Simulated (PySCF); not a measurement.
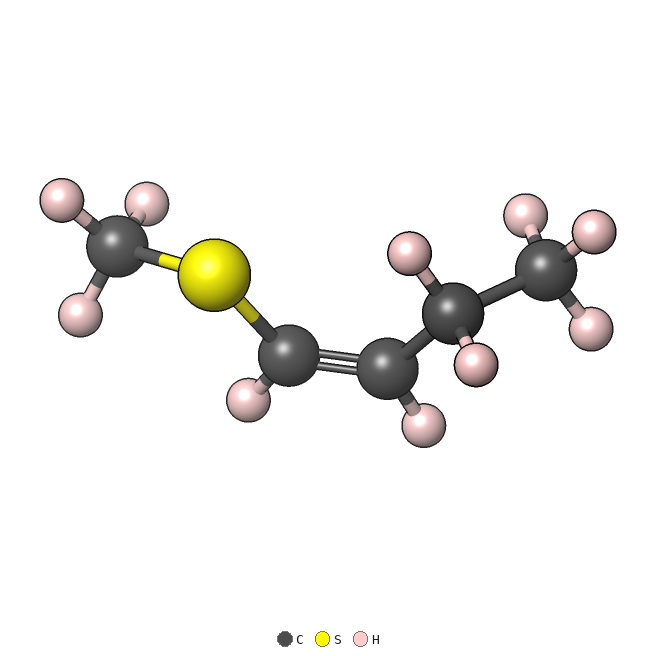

The geometry was computed by an optimisation with PBE0-D3(BJ)/def2-SVP. No frequency run is at hand to confirm it as a minimum.

Give the structural formula.

SMILES: CC/C=C\SC

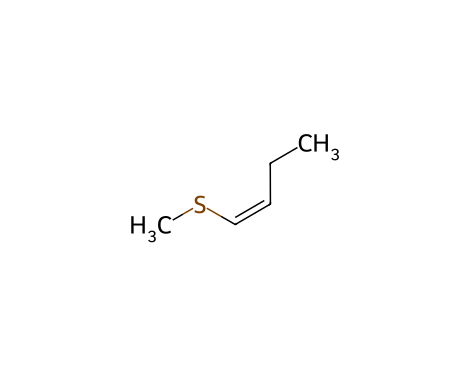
